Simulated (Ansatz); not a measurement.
# AlBH (doublet): correlated methods under varied settings at scale of all distances = 1.286

What do other methods and options give for AlBH (doublet) at this geometry, and how long do they take?

Method: the settings change from run to run; program: Ansatz 0.2.0, Gaussian basis.

10 further runs of the same task are left out: 6 that didn't finish, 4 set aside as unsound or not needed.

## (1) What is computed

The geometry derives from a PBE0/def2-TZVP stationary point (not a proven minimum). All distances are scaled together.

3 atoms, charge 0, spin multiplicity 2.

Atoms are counted from 1 here; the program's logs count them from 0.

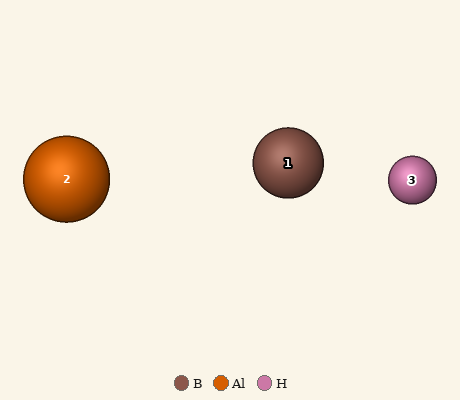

The geometry (boron brown, aluminium orange, hydrogen pink); atoms are numbered from 1 in the order of the file.

## (2) NEVPT2(3,10)/6-31G

in.yaml

```yaml
crystal:
  periodic: [false, false, false]
  atoms:
    - {symbol: B, position_ang: [0.000000, -0.118289, 0.404237]}
    - {symbol: Al, position_ang: [0.000000, -0.042889, -2.321279]}
    - {symbol: H, position_ang: [0.000000, 0.161178, 1.917042]}
basis:
  gaussian: {orbitals: 6-31G}
magnetization: {spin_polarized: false, initial_magnetization: 1}
correlation: {method: sc_nevpt2, electrons: valence, active_space: {window: {electrons: 3, orbitals: 10}}}
output: {forces: true}
```

The run is started by

```bash
ansatz run in.yaml --threads 1 --pin off --events-out ev --progress --plain --max-ram 2393MiB
```

The program printed:

```text
Functional definition: HF
  name "HF"
  cite "Fock, Z. Phys. 61, 126 (1930) doi:10.1007/BF01340294"
  parent pbe
  exchange = exact_x
  correlation = 0
296 factors; integrals over basis functions are off by at most 3.1e-4 eV
mean field evaluation 1: about -7263.9770 eV, gradient 6.8e0 eV
mean field evaluation 2: about -7263.9885 eV, gradient 6.8e0 eV
mean field evaluation 4: about -7264.4896 eV, gradient 8.9e-1 eV
mean field evaluation 8: about -7264.5166 eV, gradient 6.7e-1 eV
mean field evaluation 16: about -7264.6180 eV, gradient 2.1e-2 eV
mean field evaluation 32: about -7261.4747 eV, gradient 4.3e-2 eV
mean field evaluation 64: about -7264.5715 eV, gradient 5.4e-3 eV
mean field evaluation 96: about -7264.5626 eV, gradient 9.7e-1 eV
mean field evaluation 128: about -7262.6566 eV, gradient 9.1e0 eV
mean field evaluation 160: about -7264.5071 eV, gradient 6.3e-1 eV
mean field evaluation 192: about -7264.6170 eV, gradient 1.1e-1 eV
mean field -7264.61807182 eV, -266.9697900045 hartree, gradient 3.5e-6 eV, S^2 0.750000; 12 other end points of the search recorded, 0 dependent functions left out
reference -7264.61807182 eV, -266.9697900045 hartree; 10, 9 occupied and 14, 15 virtual orbitals, 296 factors
state -7265.68404595 eV, -267.0089638311 hartree
state -7265.68404595 eV, -267.0089638311 hartree; corrected -7266.80091195 eV, -267.0500078996 hartree
the calculation of the forces begins
Total energy: -7266.80091195 eV, -267.0500078996 hartree
Atom 0 at     0.000000    -0.118289     0.404237 Å, force     0.000000     0.588556     1.991180 eV/Å
Atom 1 at     0.000000    -0.042889    -2.321279 Å, force    -0.000000    -0.011698     1.393264 eV/Å
Atom 2 at     0.000000     0.161178     1.917042 Å, force    -0.000000    -0.576857    -3.384445 eV/Å
Dipole moment:     0.000000     0.021808    -0.268301 e Å
```

Run time: 4.6 s. Hardware: 1 thread of Intel Xeon 6975P-C, shared host.

From the report: 264 determinants; active occupations 1.89, 0.97, 0.06, 0.05, 0.03, 0.01, 0.00, 0.00, 0.00, 0.00.

## (3) MRCISD+Q(1,2)/6-31G

in.yaml, as its differences from that of step 2:

```diff
@@ -9,3 +9,2 @@
 magnetization: {spin_polarized: false, initial_magnetization: 1}
-correlation: {method: sc_nevpt2, electrons: valence, active_space: {window: {electrons: 3, orbitals: 10}}}
-output: {forces: true}
+correlation: {method: fic_mrcisd_q, electrons: outside_noble_gas, active_space: {window: {electrons: 1, orbitals: 2}, states: [{multiplicity: 2, weights: [1, 1]}]}}
```

The command is unchanged.

The program printed (excerpt; [...] marks lines left out):

```text
Functional definition: HF
  name "HF"
  cite "Fock, Z. Phys. 61, 126 (1930) doi:10.1007/BF01340294"
  parent pbe
[...]
493 factors; integrals over basis functions are off by at most 1.7e-7 eV
[...]
mean field -7264.61807443 eV, -266.9697901002 hartree, gradient 2.1e-6 eV, S^2 0.750000; 12 other end points of the search recorded, 0 dependent functions left out
reference -7264.61807443 eV, -266.9697901002 hartree; 10, 9 occupied and 14, 15 virtual orbitals, 493 factors
state -7264.60975214 eV, -266.9694842617 hartree
state -7264.56897562 eV, -266.9679857522 hartree
contracted CI cycle   1: correlation 0.00000000 eV, 0.0000000000 hartree, residual 8.72e0 eV
contracted CI cycle   2: correlation -2.48085065 eV, -0.0911695797 hartree, residual 1.95e0 eV
contracted CI cycle   3: correlation -2.63857675 eV, -0.0969659070 hartree, residual 6.33e-1 eV
[...]
contracted CI cycle   4: correlation -2.66962113 eV, -0.0981067671 hartree, residual 2.43e-1 eV
contracted CI cycle   5: correlation -2.67252045 eV, -0.0982133149 hartree, residual 1.32e-1 eV
contracted CI cycle   6: correlation -2.67331148 eV, -0.0982423847 hartree, residual 6.22e-2 eV
contracted CI cycle   7: correlation -2.67347471 eV, -0.0982483834 hartree, residual 2.72e-2 eV
contracted CI cycle   8: correlation -2.67350251 eV, -0.0982494051 hartree, residual 1.02e-2 eV
contracted CI cycle   9: correlation -2.67350634 eV, -0.0982495458 hartree, residual 3.91e-3 eV
contracted CI cycle  10: correlation -2.67350685 eV, -0.0982495646 hartree, residual 1.46e-3 eV
contracted CI cycle  11: correlation -2.67350693 eV, -0.0982495674 hartree, residual 5.40e-4 eV
contracted CI cycle  12: correlation -2.67350694 eV, -0.0982495678 hartree, residual 2.05e-4 eV
state -7264.56897562 eV, -266.9679857522 hartree; corrected -7267.59920970 eV, -267.0793448007 hartree
Total energy: -7267.60708881 eV, -267.0796343529 hartree
```

Run time: 0.66 s. Hardware: 1 thread of Intel Xeon 6975P-C, shared host.

From the report: 1 determinant; active occupations (of the averaged states) 0.50, 0.50.

## (4) CASCI(1,5)/def2-SVP

in.yaml

```yaml
crystal:
  periodic: [false, false, false]
  atoms:
    - {symbol: B, position_ang: [0.000000, -0.118289, 0.404237]}
    - {symbol: Al, position_ang: [0.000000, -0.042889, -2.321279]}
    - {symbol: H, position_ang: [0.000000, 0.161178, 1.917042]}
basis:
  gaussian: {orbitals: def2-SVP, fitting: {mean_field: def2-universal-jkfit}, point_charges: [{charge: -0.50, position_ang: [2.660, -0.686, 0.692]}]}
magnetization: {spin_polarized: false, initial_magnetization: 1}
correlation: {active_space: {window: {electrons: 1, orbitals: 5}, fixed_orbitals: true, states: [{multiplicity: 2, weights: [0.5, 1, 0.5]}]}}
accuracy: high
output: {forces: true}
```

Launched as before.

The program printed (excerpt; [...] marks lines left out):

```text
Functional definition: HF
  name "HF"
  cite "Fock, Z. Phys. 61, 126 (1930) doi:10.1007/BF01340294"
  parent pbe
[...]
221 factors; integrals over basis functions are off by at most 4.3e-1 eV
[...]
mean field -7262.75016395 eV, -266.9011456564 hartree, gradient 9.8e-8 eV, S^2 0.750000; 8 other end points of the search recorded, 0 dependent functions left out
reference -7262.75016395 eV, -266.9011456564 hartree; 10, 9 occupied and 27, 28 virtual orbitals, 221 factors
state -7262.75016395 eV, -266.9011456564 hartree
state -7262.10041280 eV, -266.8772677421 hartree
state -7260.29449083 eV, -266.8109013337 hartree
[...]
Total energy: -7261.81137010 eV, -266.8666456186 hartree
Atom 0 at     0.000000    -0.118289     0.404237 Å, force     0.256204     1.466809     1.903398 eV/Å
Atom 1 at     0.000000    -0.042889    -2.321279 Å, force    -0.034519    -0.322922     1.791205 eV/Å
Atom 2 at     0.000000     0.161178     1.917042 Å, force    -0.017551    -1.184632    -3.697907 eV/Å
Dipole moment:     0.211604    -0.035037     0.400130 e Å
```

Run time: 0.48 s. Hardware: 1 thread of Intel Xeon 6975P-C, shared host.

From the report: 5 determinants; active occupations (of the averaged states) 0.50, 0.25, 0.25, 0.00, 0.00.

## (5) HF/6-31G

in.yaml

```yaml
crystal:
  periodic: [false, false, false]
  atoms:
    - {symbol: B, position_ang: [0.000000, -0.118289, 0.404237]}
    - {symbol: Al, position_ang: [0.000000, -0.042889, -2.321279]}
    - {symbol: H, position_ang: [0.000000, 0.161178, 1.917042]}
basis:
  gaussian: {orbitals: 6-31G}
magnetization: {spin_polarized: true, initial_magnetization: 1}
hamiltonian: {xc: hf}
scf: {lower_state_search: off}
output: {forces: true, orbitals: {seedname: orbitals}}
```

The command is unchanged.

The program printed (excerpt; [...] marks lines left out):

```text
Functional definition: HF
  name "HF"
  cite "Fock, Z. Phys. 61, 126 (1930) doi:10.1007/BF01340294"
  parent pbe
[...]
296 factors; integrals over basis functions are off by at most 3.1e-4 eV
[...]
mean field -7264.69169142 eV, -266.9724954749 hartree, gradient 2.8e-6 eV, S^2 0.807777; 0 other end points of the search recorded, 0 dependent functions left out
[...]
reference -7264.69169142 eV, -266.9724954749 hartree; 10, 9 occupied and 14, 15 virtual orbitals, 296 factors
Total energy: -7264.69169142 eV, -266.9724954749 hartree
Atom 0 at     0.000000    -0.118289     0.404237 Å, force    -0.000000     0.481109     1.699634 eV/Å
Atom 1 at     0.000000    -0.042889    -2.321279 Å, force     0.000000     0.033645     1.937749 eV/Å
Atom 2 at     0.000000     0.161178     1.917042 Å, force     0.000000    -0.514754    -3.637383 eV/Å
Dipole moment:     0.000000     0.031083    -0.573717 e Å
Checks for a lower state left out: stability, starts, cluster_reference, orbital_swaps, neighbouring_geometries, increment
```

Run time: 0.18 s. Hardware: 1 thread of Intel Xeon 6975P-C, shared host.

From the report: ⟨S²⟩ of the determinant 0.808 (pure doublet: 0.75).

## (6) CCSDT on UHF/STO-3G

in.yaml

```yaml
crystal:
  periodic: [false, false, false]
  atoms:
    - {symbol: B, position_ang: [0.000000, -0.118289, 0.404237]}
    - {symbol: Al, position_ang: [0.000000, -0.042889, -2.321279]}
    - {symbol: H, position_ang: [0.000000, 0.161178, 1.917042]}
basis:
  gaussian: {orbitals: STO-3G}
magnetization: {spin_polarized: true, initial_magnetization: 1}
correlation: {method: ccsdt, electrons: outside_noble_gas}
accuracy: high
output: {forces: true}
```

The command is unchanged.

The program printed (excerpt; [...] marks lines left out):

```text
Functional definition: HF
  name "HF"
  cite "Fock, Z. Phys. 61, 126 (1930) doi:10.1007/BF01340294"
  parent pbe
[...]
234 factors; integrals over basis functions are off by at most 4.1e-8 eV
[...]
mean field -7174.37260610 eV, -263.6533303097 hartree, gradient 1.4e-8 eV, S^2 0.837552; 22 other end points of the search recorded, 0 dependent functions left out
determinant -7174.37260610 eV, -263.6533303097 hartree, with singles and doubles -7176.78294717 eV, -263.7419087104 hartree
determinant -7174.33913719 eV, -263.6521003498 hartree, with singles and doubles -7176.72790813 eV, -263.7398860628 hartree
determinant -7171.83349677 eV, -263.5600197631 hartree, with singles and doubles -7173.80720931 eV, -263.6325523609 hartree
determinant -7171.83254602 eV, -263.5599848234 hartree, with singles and doubles -7173.68499471 eV, -263.6280610573 hartree
[...]
determinant -7174.33913719 eV, -263.6521003498 hartree, with singles and doubles -7176.72989817 eV, -263.7399591957 hartree
6 core orbitals not correlated: weight in the atoms' cores, before any rotation towards them, 1.000 or more for the frozen orbitals, at most 0.000 for the correlated occupied ones
reference -7174.37260610 eV, -263.6533303097 hartree; 4, 3 occupied and 5, 6 virtual orbitals, 234 factors
second order -1.41865853 eV of doubles, -0.00000000 eV of singles
cycle   1  -1.93224308 eV  change   -5.1e-1 eV  update   8.9e-2
[...]
cycle  40  -2.48081577 eV  change   1.2e-10 eV  update  4.8e-10
[...]
Total energy: -7176.85342187 eV, -263.7444986078 hartree
Atom 0 at     0.000000    -0.118289     0.404237 Å, force     0.000000     0.563071     0.725563 eV/Å
Atom 1 at     0.000000    -0.042889    -2.321279 Å, force    -0.000000     0.019817     3.592144 eV/Å
Atom 2 at     0.000000     0.161178     1.917042 Å, force    -0.000000    -0.582888    -4.317707 eV/Å
Dipole moment:    -0.000000     0.013260    -1.098887 e Å
```

Wall time 1.4 s (1 thread of Intel Xeon 6975P-C, shared host).

From the report: ⟨S²⟩ of the determinant 0.838 (pure doublet: 0.75); correlation -2.4808 eV; T1 0.046; largest double amplitude 0.12.

## (7) CASCI(3,5)/6-31G

in.yaml

```yaml
crystal:
  periodic: [false, false, false]
  atoms:
    - {symbol: B, position_ang: [0.000000, -0.118289, 0.404237]}
    - {symbol: Al, position_ang: [0.000000, -0.042889, -2.321279]}
    - {symbol: H, position_ang: [0.000000, 0.161178, 1.917042]}
basis:
  gaussian: {orbitals: 6-31G}
magnetization: {spin_polarized: false, initial_magnetization: 1}
correlation: {active_space: {window: {electrons: 3, orbitals: 5}, fixed_orbitals: true}}
output: {forces: true}
```

Launched as before.

The program printed (excerpt; [...] marks lines left out):

```text
Functional definition: HF
  name "HF"
  cite "Fock, Z. Phys. 61, 126 (1930) doi:10.1007/BF01340294"
  parent pbe
[...]
296 factors; integrals over basis functions are off by at most 3.1e-4 eV
[...]
mean field -7264.61807182 eV, -266.9697900045 hartree, gradient 3.5e-6 eV, S^2 0.750000; 12 other end points of the search recorded, 0 dependent functions left out
reference -7264.61807182 eV, -266.9697900045 hartree; 10, 9 occupied and 14, 15 virtual orbitals, 296 factors
state -7264.93005530 eV, -266.9812551857 hartree
[...]
Total energy: -7264.93005530 eV, -266.9812551857 hartree
Atom 0 at     0.000000    -0.118289     0.404237 Å, force    -0.000000     0.638749     2.082245 eV/Å
Atom 1 at     0.000000    -0.042889    -2.321279 Å, force    -0.000000    -0.009233     1.691850 eV/Å
Atom 2 at     0.000000     0.161178     1.917042 Å, force     0.000000    -0.629516    -3.774095 eV/Å
Dipole moment:     0.000000     0.032870    -0.427750 e Å
```

Wall time 0.48 s (1 thread of Intel Xeon 6975P-C, shared host).

From the report: 28 determinants; active occupations 1.95, 0.98, 0.04, 0.02, 0.00.

## (8) BCCD on UHF/STO-3G

in.yaml

```yaml
crystal:
  periodic: [false, false, false]
  atoms:
    - {symbol: B, position_ang: [0.000000, -0.118289, 0.404237]}
    - {symbol: Al, position_ang: [0.000000, -0.042889, -2.321279]}
    - {symbol: H, position_ang: [0.000000, 0.161178, 1.917042]}
basis:
  gaussian: {orbitals: STO-3G}
magnetization: {spin_polarized: true, initial_magnetization: 1}
correlation: {method: bccd, electrons: outside_noble_gas}
scf: {omitted_lower_state_checks: [cluster_reference]}
```

The command is unchanged.

The program printed (excerpt; [...] marks lines left out):

```text
Functional definition: HF
  name "HF"
  cite "Fock, Z. Phys. 61, 126 (1930) doi:10.1007/BF01340294"
  parent pbe
[...]
166 factors; integrals over basis functions are off by at most 3.5e-5 eV
[...]
mean field -7174.37259215 eV, -263.6533297971 hartree, gradient 2.2e-6 eV, S^2 0.837553; 12 other end points of the search recorded, 0 dependent functions left out
6 core orbitals not correlated: weight in the atoms' cores, before any rotation towards them, 1.000 or more for the frozen orbitals, at most 0.000 for the correlated occupied ones
reference -7174.37259215 eV, -263.6533297971 hartree; 4, 3 occupied and 5, 6 virtual orbitals, 166 factors
second order -1.41865544 eV of doubles, -0.00000000 eV of singles
cycle   1  -1.94922217 eV  change   -5.3e-1 eV  update   8.8e-2
[...]
cycle  15  -2.40168525 eV  change   -4.6e-6 eV  update   6.8e-6
Total energy: -7176.77427740 eV, -263.7415901021 hartree
Checks for a lower state left out: cluster_reference
```

It took 0.36 s on 1 thread of Intel Xeon 6975P-C, shared host.

From the report: ⟨S²⟩ of the determinant 0.838 (pure doublet: 0.75); correlation -2.4017 eV; largest double amplitude 0.11.

## (9) NEVPT2(7,6)/6-31G

in.yaml

```yaml
crystal:
  periodic: [false, false, false]
  atoms:
    - {symbol: B, position_ang: [0.000000, -0.118289, 0.404237]}
    - {symbol: Al, position_ang: [0.000000, -0.042889, -2.321279]}
    - {symbol: H, position_ang: [0.000000, 0.161178, 1.917042]}
basis:
  gaussian: {orbitals: 6-31G, fitting: {mean_field: def2-universal-jkfit}, point_charges: [{charge: -0.50, position_ang: [4.000, -0.449, -0.294]}]}
magnetization: {spin_polarized: false, initial_magnetization: 1}
correlation: {method: sc_nevpt2, electrons: outside_noble_gas, active_space: {window: {electrons: 7, orbitals: 6}, states: [{multiplicity: 2, weights: [0.5, 1, 0.5]}]}}
accuracy: high
scf: {lower_state_search: full}
```

Launched as before.

The program printed (excerpt; [...] marks lines left out):

```text
Functional definition: HF
  name "HF"
  cite "Fock, Z. Phys. 61, 126 (1930) doi:10.1007/BF01340294"
  parent pbe
[...]
221 factors; integrals over basis functions are off by at most 1.1e-1 eV
[...]
mean field -7264.71720298 eV, -266.9734330072 hartree, gradient 1.4e-8 eV, S^2 0.750000; 15 other end points of the search recorded, 0 dependent functions left out
reference -7264.71720298 eV, -266.9734330072 hartree; 10, 9 occupied and 14, 15 virtual orbitals, 221 factors
state -7265.24039495 eV, -266.9926599574 hartree
state -7265.10169582 eV, -266.9875628587 hartree
state -7263.67469137 eV, -266.9351214125 hartree
state -7265.24039495 eV, -266.9926599574 hartree; corrected -7266.62011284 eV, -267.0433636550 hartree
state -7265.10169582 eV, -266.9875628587 hartree; corrected -7266.44464072 eV, -267.0369151735 hartree
state -7263.67469137 eV, -266.9351214125 hartree; corrected -7265.09634758 eV, -266.9873663144 hartree
Total energy: -7266.15143547 eV, -267.0261400791 hartree
```

Wall time 0.84 s (1 thread of Intel Xeon 6975P-C, shared host).

From the report: 300 determinants; active occupations (of the averaged states) 1.99, 1.97, 1.86, 0.52, 0.42, 0.24.

## (10) BCCD(T) on ROHF/def2-SVP

in.yaml

```yaml
crystal:
  periodic: [false, false, false]
  atoms:
    - {symbol: B, position_ang: [0.000000, -0.118289, 0.404237]}
    - {symbol: Al, position_ang: [0.000000, -0.042889, -2.321279]}
    - {symbol: H, position_ang: [0.000000, 0.161178, 1.917042]}
basis:
  gaussian: {orbitals: def2-SVP, fitting: {mean_field: def2-universal-jkfit}}
magnetization: {spin_polarized: false, initial_magnetization: 1}
correlation: {method: bccd_t, electrons: outside_noble_gas}
output: {forces: true}
```

Same command.

The program printed (excerpt; [...] marks lines left out):

```text
Functional definition: HF
  name "HF"
  cite "Fock, Z. Phys. 61, 126 (1930) doi:10.1007/BF01340294"
  parent pbe
[...]
221 factors; integrals over basis functions are off by at most 4.3e-1 eV
[...]
mean field -7262.64444326 eV, -266.8972604927 hartree, gradient 3.5e-6 eV, S^2 0.750000; 15 other end points of the search recorded, 0 dependent functions left out
[...]
determinant -7262.64444326 eV, -266.8972604927 hartree, with singles and doubles -7266.46157412 eV, -267.0375374642 hartree
determinant -7262.60139369 eV, -266.8956784500 hartree, with singles and doubles -7266.43611606 eV, -267.0366018979 hartree
determinant -7260.69397677 eV, -266.8255821711 hartree, with singles and doubles -7264.80752546 eV, -266.9767522973 hartree
determinant -7260.56650350 eV, -266.8208976150 hartree, with singles and doubles -7264.70849832 eV, -266.9731131168 hartree
[...]
6 core orbitals not correlated: weight in the atoms' cores, before any rotation towards them, 1.000 or more for the frozen orbitals, at most 0.000 for the correlated occupied ones
reference -7262.64444326 eV, -266.8972604927 hartree; 4, 3 occupied and 27, 28 virtual orbitals, 221 factors
second order -2.80160011 eV of doubles, -0.04603259 eV of singles
cycle   1  -3.81625536 eV  change    1.3e-3 eV  update   1.2e-2
[...]
cycle  27  -3.81192657 eV  change    1.3e-8 eV  update   2.0e-8
perturbative correction -0.15299997 eV, -0.0056226453 hartree
[...]
the multipliers restart with 30 DIIS vectors
Total energy: -7266.60936980 eV, -267.0429688555 hartree
Atom 0 at     0.000000    -0.118289     0.404237 Å, force     0.000000     0.579443     1.441578 eV/Å
Atom 1 at     0.000000    -0.042889    -2.321279 Å, force    -0.000000    -0.022316     1.857860 eV/Å
Atom 2 at     0.000000     0.161178     1.917042 Å, force    -0.000000    -0.557127    -3.299438 eV/Å
Dipole moment:    -0.000000     0.039981    -0.455262 e Å
```

Run time: 9.5 s. Hardware: 1 thread of Intel Xeon 6975P-C, shared host.

From the report: correlation -3.9649 eV; largest double amplitude 0.08.

## (11) All runs side by side

Where basis and cores are those of an earlier FCI/6-31G run (-7267.6349 eV), and the state is the same kind, the miss against it is given.

```tsv
level	correlated	functions	energy (eV)	from FCI (meV)	time
NEVPT2(3,10)/6-31G	valence	24	-7266.8009		4.6 s
MRCISD+Q(1,2)/6-31G (mean of several states)	outside noble gas	24	-7267.6071		0.66 s
CASCI(1,5)/def2-SVP (mean of several states, beside a point charge)		37	-7261.8114		0.48 s
HF/6-31G		24	-7264.6917	2943.2	0.18 s
CCSDT on UHF/STO-3G	outside noble gas	15	-7176.8534		1.4 s
CASCI(3,5)/6-31G		24	-7264.9301	2704.9	0.48 s
BCCD on UHF/STO-3G	outside noble gas	15	-7176.7743		0.36 s
NEVPT2(7,6)/6-31G (mean of several states, beside a point charge)	outside noble gas	24	-7266.1514		0.84 s
BCCD(T) on ROHF/def2-SVP	outside noble gas	37	-7266.6094		9.5 s
```

## (12) Summary of results

```
quantity                            value
    runs                                9
quickest                 HF/6-31G, 0.18 s
 slowest  BCCD(T) on ROHF/def2-SVP, 9.5 s
```

In words: Total energies in different bases, with other cores or another treatment of relativity can't be set against each other. BCCD(T) on ROHF/def2-SVP took 53 times as long as HF/6-31G; the jobs differ in more than the method. Hartree-Fock, CASSCF and CASCI lack dynamic correlation by design.
